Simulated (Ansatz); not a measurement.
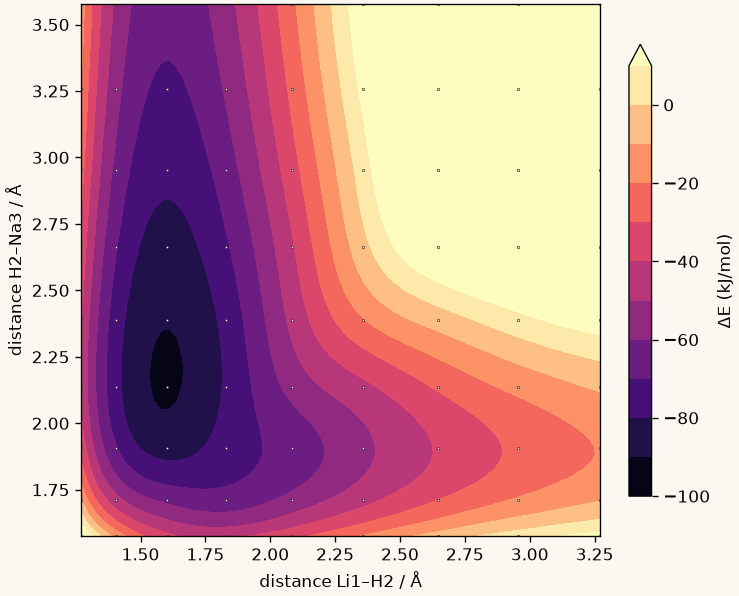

Energy landscape of the system Li + HNa, spin multiplicity 2. First axis: distance Li1–H2. Second axis: distance H2–Na3. Nothing is relaxed (the angle Li1–H2–Na3 is fixed at 180 degrees). The scan uses a 9 × 9 grid. Points are written as (first, second). Energies: kJ/mol, counted from Li far from the relaxed HNa (each part in its own basis). Method: UKS wB97X-V/def2-SVPD (Ansatz).

Drawn: filled contours, dots at the grid points, one colour for all values above the top of the scale. Between grid points the surface is interpolated. 

Describe this landscape.

The lowest grid point is at (1.602 Å, 2.135 Å), −91 kJ/mol from Li far from the relaxed HNa (each part in its own basis). It is the only kind of minimum in the scanned range. The highest grid point, (3.272 Å, 3.576 Å), lies 227 kJ/mol above the lowest. Round the minimum the two coordinates are nearly uncoupled.

The values on the grid:

| distance H2–Na3 ↓, distance Li1–H2 → | 1.272 | 1.406 | 1.602 | 1.831 | 2.084 | 2.358 | 2.648 | 2.953 | 3.272 |
| --- | --- | --- | --- | --- | --- | --- | --- | --- | --- |
| 3.576 | −15 | −52 | −67 | −54 | −22 | 19 | 62 | 105 | 136 |
| 3.257 | −20 | −57 | −72 | −59 | −28 | 13 | 55 | 96 | 117 |
| 2.952 | −26 | −63 | −78 | −65 | −34 | 5 | 46 | 71 | 83 |
| 2.662 | −33 | −69 | −84 | −71 | −41 | −3 | 24 | 38 | 48 |
| 2.388 | −39 | −75 | −90 | −77 | −48 | −21 | −6 | 7 | 16 |
| 2.135 | −41 | −77 | −91 | −79 | −57 | −42 | −29 | −18 | −9 |
| 1.906 | −34 | −69 | −84 | −76 | −66 | −52 | −39 | −28 | −20 |
| 1.710 | −10 | −46 | −62 | −66 | −57 | −43 | −30 | −19 | −10 |
| 1.576 | 23 | −14 | −38 | −42 | −33 | −19 | −6 | 5 | 14 |

Each point was launched as `ansatz run input.yaml --threads 1 --pin off --max-ram 2560MiB --backend cpu --events-out ev --progress --plain --runs-dir out`. The whole map (81 points run) took 9.2 min on 1 thread of Intel(R) Xeon(R) Platinum 8488C (Sapphire Rapids) (shared host).
